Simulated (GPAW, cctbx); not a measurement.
# (LiCl)1(MgS)1: deformation density and structure factors from DFT

Aim: compute the bonding part of the density of (LiCl)1(MgS)1, find which reflections carry it, and see how it biases an ordinary refinement.

The cell is a (LiCl)1(MgS)1 superlattice along [001] of the rock-salt type, started at the mean lattice constant and relaxed freely, with no substrate. All numbers below are calculated.

**1. Relax the structure**

The density hangs on the geometry, so cell and atoms are relaxed first, with the symmetry held. The cutoff is set higher than for the density because stress converges slowly with plane waves.

Settings: GPAW 26.7.0, PBE, 670 eV, 6×6×5 k-points (along the axes of the calculation cell), Fermi–Dirac width 0.05 eV, BFGS to 0.03 eV/Å.

```text
cell
1.0
     3.669884194    0.000000000    0.000000000
     0.000000000    3.669884194    0.000000000
     0.000000000    0.000000000    5.190000000
Li Cl Mg S
1 1 1 1
Direct
0.000000000 0.000000000 0.000000000
0.500000000 0.500000000 0.000000000
0.500000000 0.500000000 0.500000000
0.000000000 0.000000000 0.500000000
```

```console
$ OMP_NUM_THREADS=1 mpirun -n 4 gpaw python run.py > gpaw.log
```

```text
BFGS:    0      -15.728804        0.139751
BFGS:    1      -15.729201        0.136386
BFGS:    2      -15.736354        0.018000
cell  3.6355 3.6355 5.2946  90.00 90.00 90.00
volume 69.978 A^3, largest force 0.000 eV/A, largest stress 0.16 GPa
```

After 2 steps the volume has changed by +0.1 % and the energy by -0.008 eV; the largest stress left is 0.16 GPa. It took 18 s on 4 cores of Arm Neoverse V2 (shared host), peak memory 0.84 GiB.

Relaxed structure: P4/mmm (no. 123), a = 3.6355 Å, b = 3.6355 Å, c = 5.2946 Å, α = 90.00°, β = 90.00°, γ = 90.00°.

| atom | mult. | x | y | z |
| --- | --- | --- | --- | --- |
| Cl1 | 1 | 1/2 | 1/2 | 0 |
| S1 | 1 | 0 | 0 | 1/2 |
| Mg1 | 1 | 1/2 | 1/2 | 1/2 |
| Li1 | 1 | 0 | 0 | 0 |

**2. Density and charge transfer**

X-rays see the whole electron density, so the PAW density is rebuilt with its core regions. Subtracting spherical free atoms from the same code cancels the cores and leaves the deformation density Δρ, the part due to bonding.

Settings: PBE, 550 eV, 7×7×5 k-points (along the axes of the calculation cell), Fermi–Dirac width 0.05 eV; primitive cell of 4 atoms.

```console
$ OMP_NUM_THREADS=1 mpirun -n 4 gpaw python run.py > gpaw.log
```

```text
|iter:   1|       0s |  -16.172594 | +0.03 |       |
|iter:   2|       1s |  -16.079520 | -2.05 | -1.17 |
|iter:   3|       1s |  -15.714621 | -1.20 | -1.20 |
...
|iter:   6|       2s |  -15.725942c| -5.04 | -3.01 |
|iter:   7|       3s |  -15.725955c| -5.93 | -3.48 |
|iter:   8|       3s |  -15.725956c| -7.42c| -4.07c|
```

```text
grid (40, 40, 60)  electrons 48.000  moved by bonding 0.686 e
deformation density beyond 0.5 A of the nuclei: max 0.077, min -0.061 e/A^3
atom        x       y       z   Voronoi charge  moment
Cl1    0.5000  0.5000  0.0000     -0.124       0.00
S 2    0.0000  0.0000  0.5000     -0.400       0.00
Mg3    0.5000  0.5000  0.5000      0.418       0.00
Li4    0.0000  0.0000  0.0000      0.106       0.00
mean inner potential of superposed free atoms 12.609 V
total magnetic moment 0.000 muB
```

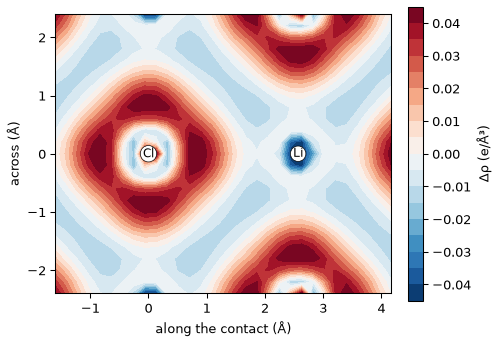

Deformation density in a plane through the shortest contact of the Cl atom at the origin; red gains electrons, blue loses them.

S gains most (-0.40 e) and Mg loses most (+0.42 e), which isn't the order of electronegativity: valence and coordination count too, and Voronoi cells cut space at the midplane whatever the atoms' sizes. Such charges fall far short of formal ones, since overlapping free atoms already put density on their neighbours. Along the shortest contact from the Cl atom at the map's origin, Cl–Li at 2.57 Å, Δρ is +0.02 e/Å³ at the midpoint and highest, +0.05, 0.83 Å from Cl (points within 0.5 Å of a nucleus left out): little piles up between the atoms, as in an ionic contact (the run has a band gap). At the midpoints of other shortest contacts it is +0.05 (S–Mg, 2.57 Å), 0.00 (Cl–Mg, 2.65 Å) and +0.04 (S–Li, 2.65 Å) e/Å³. Point values carry grid noise of about 0.01 e/Å³. The run needed 8 iterations, 6.7 s.

**3. From the density to structure factors**

The Fourier components of Δρ, added to those of the free atoms, give the static X-ray structure factors; the Mott–Bethe relation turns them into the Fourier components V of the potential that fast electrons feel.

```text
static structure factors of the conventional cell: F in electrons, V (Mott-Bethe) in volts
   h  k  l      d  |F| table  |F| free   |F| DFT   change   |V| free  |V| DFT  change %
   0  0  1  5.2946     7.272     7.317     7.308   -0.009     1.255    1.271      1.3
   1  0  0  3.6355     8.793     8.816     8.500   -0.317     1.025    1.299     26.8
   1  0  1  2.9970    14.033    14.054    14.443    0.389     2.321    2.093     -9.8
   0  0  2  2.6473    34.411    34.435    34.668    0.232     6.227    6.120     -1.7
   1  1  0  2.5707    33.986    34.009    34.164    0.155     6.056    5.989     -1.1
   1  1  1  2.3125     5.986     5.978     5.913   -0.065     0.708    0.731      3.2
   1  0  2  2.1400     7.390     7.376     7.439    0.062     0.787    0.768     -2.4
   1  1  2  1.8442    29.059    29.065    28.967   -0.097     4.218    4.240      0.5
   2  0  0  1.8177    28.845    28.850    28.715   -0.135     4.145    4.174      0.7
   0  0  3  1.7649     5.513     5.489     5.547    0.057     0.512    0.500     -2.3
   2  0  1  1.7192     5.460     5.436     5.385   -0.051     0.496    0.506      2.0
   2  1  0  1.6258     6.370     6.358     6.430    0.072     0.630    0.618     -2.0
   1  0  3  1.5877     9.400     9.467     9.330   -0.137     1.409    1.431      1.6
   2  1  1  1.5542     9.297     9.362     9.225   -0.137     1.367    1.388      1.6
```

The largest X-ray change is +0.39 e on 101, 2.8 % of |F|. For electrons V goes as (Z − F)/g², so a change of F counts against Z − F, which is small at low angle and wherever the atoms' terms cancel: |V| of 100 moves by +26.8 % (1.02 to 1.30 V) against -3.6 % in |F|. The last three rows still change by up to 0.14 e; the table stops while the angles are still low. The tabulated Hartree–Fock atoms differ from the free DFT atoms by up to 0.07 e, so the choice of reference atom matters too.

**4. The functional ladder**

The same geometry is run with other functionals, to see whether the bonding signal is larger than the spread between approximations. Free atoms are LDA for LDA and PBE otherwise. Any other changed setting is in the row's label.

| run | ΔF 101 (e) | ΔF 100 (e) | ΔF 002 (e) | q(S) (e) | moved (e) | time |
| --- | --- | --- | --- | --- | --- | --- |
| PBE | +0.389 | -0.317 | +0.232 | -0.400 | 0.686 | 6.7 s |
| LDA | +0.358 | -0.320 | +0.204 | -0.377 | 0.639 | 6.6 s |
| revPBE | +0.408 | -0.318 | +0.243 | -0.419 | 0.731 | 7 s |

At the base's settings ΔF(101) spans +0.358 to +0.408 e, a spread of 13 % of the PBE value; over the three listed reflections the spread is at most 17 %, so sign and size hold across the functionals. Times are from shared hosts.

**5. Refining ordinary atoms against data with bonding**

Routine crystallography fits spherical atoms. To see the bias, intensities are simulated from tabulated atoms plus the DFT change ΔF, so that bonding alone can misfit (4582 reflections of the full sphere, merged to the counts below, to 0.4 Å, 1.5 % proportional noise plus counting noise, assumed isotropic U as listed, Δρ smeared by the mean U) and refined with cctbx over different ranges.

```csv
range,data,R1,GooF,U Cl1 (true 0.0062),U S1 (true 0.0063),U Mg1 (true 0.0068),U Li1 (true 0.0089),largest shift (Å),"Δρ max, min (e/Å³)"
all data,392,0.0057,1.14,0.0062,0.0063,0.0068,0.0090,0.0000,"0.12, -0.16"
"low resolution, d > 0.84",57,0.0056,2.00,0.0061,0.0062,0.0068,0.0094,0.0000,"0.07, -0.06"
"high order, d < 0.75",319,0.0058,0.93,0.0062,0.0063,0.0068,0.0089,0.0000,"0.10, -0.10"
"occupancies free, d > 0.7",90,0.0051,1.68,0.0061,0.0062,0.0069,0.0095,0.0000,"0.08, -0.07"
```

With all data GooF is 1.14, diluted by the many high-angle data; the misfit shows at low resolution; the top residual peak, near noise level, lies 0.87 Å from S and 1.70 Å from Mg. No U is off by more than 3 s.u. at low resolution. Symmetry fixes every coordinate, so the shifts are zero by construction. With Cl1 held at 1 and the scale free, the other occupancies refine to S1 1.000(0.002), Mg1 1.000(0.003) and Li1 1.001(0.015), within three s.u. of full.

**6. Answer**

Bonding moves 0.69 e in the primitive cell of (LiCl)1(MgS)1 and changes the structure factors of the conventional cell in the table above by at most 0.39 e (101, 2.8 %), and among reflections above 2 % of the strongest by up to 3.6 % (100). The shortest bond, Cl–Li, has Δρ = +0.02 e/Å³ at its midpoint, which with the charge transfer marks a mainly ionic contact. At the base's settings ΔF(101) spans +0.358 to +0.408 e, a spread of 13 % of the PBE value; over the three listed reflections the spread is at most 17 %, so sign and size hold across the functionals. With all data GooF is 1.14, diluted by the many high-angle data. Limits: static density, frozen cores, no spin–orbit coupling.

[Outputs are excerpts: Python notices, other lines and further rows are left out; steps that failed or that the build refused (PBEsol, TPSS) are not shown.]

[Logs are printed without paths, hosts, clocks, repeated set-up lines and the standing remarks that a program may print on its own settings, such as how far it seeks lower states.]
